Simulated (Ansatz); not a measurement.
```yaml
atoms:
  - { symbol: Cu, position_ang: [-0.7730, -0.6535, -0.4555] }
  - { symbol: N, position_ang: [-0.9131, 0.1419, 1.3461] }
  - { symbol: Cu, position_ang: [0.7729, 0.6537, 0.4554] }
  - { symbol: N, position_ang: [0.9131, -0.1419, -1.3461] }
  - { symbol: H, position_ang: [-0.8960, -0.4565, 2.1757] }
  - { symbol: H, position_ang: [-1.6265, 0.8486, 1.5427] }
  - { symbol: H, position_ang: [1.6264, -0.8486, -1.5424] }
  - { symbol: H, position_ang: [0.8961, 0.4564, -2.1759] }
```

Geometry: r2SCAN-D4/def2-SVP.

All numbers below come from Ansatz 0.2.0, RKS PBE0-D4/def2-TZVP.

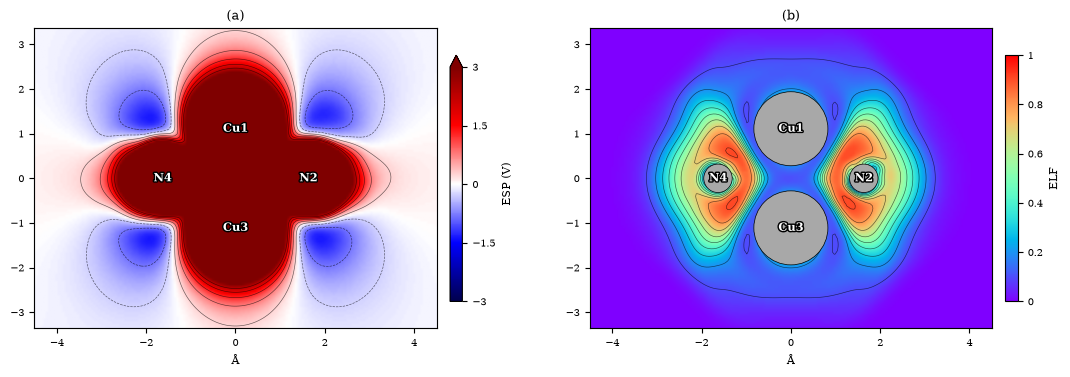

Cu$_{2}$H$_{4}$N$_{2}$ ((CuNH2)2 ring). (a) molecular electrostatic potential; (b) electron localisation function on the plane of atoms Cu1, Cu3 and N4. Grey discs cover the atomic cores in the ELF map.

Interpret the plot.

The plane passes through Cu and N nuclei.
Cu–N (1.97 Å): the ELF peaks at about 0.90 in the valence shell of N, 0.6 Å from its nucleus, and is about 0.20 at the midpoint.
Cu–Cu (2.22 Å): the ELF is about 0.10 at the midpoint.
Outside the dense part of the molecule the potential is most negative (−1.4 V) near N2 and N4.
